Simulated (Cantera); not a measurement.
Charge: 1 mol Si3N4, 2.5 mol H2O, 260 mol H2, 1 mol N2, held at 41.0 Pa.

Method: chemical equilibrium by Gibbs-energy minimisation in Cantera with the NASA 1993 tables (ideal gas, pure condensed phases). Candidate condensed phases: H2O, Si, SiO2, Si2N2O, Si3N4; 35 gas species. Gases not in the tables: Si2H6 and higher silanes. Kinetics and transport are ignored.

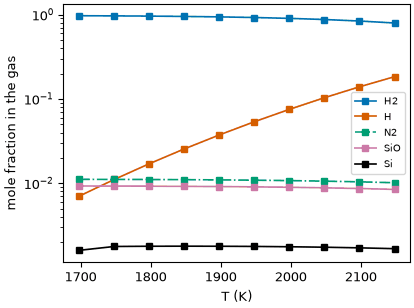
Figure: Equilibrium gas composition (values under 1e-9 drawn at 1e-9)

Read off the mole fractions at 1948 K.

H2 about 0.92, H about 0.054, N2 about 0.011, SiO about 0.0091, Si about 0.0018.
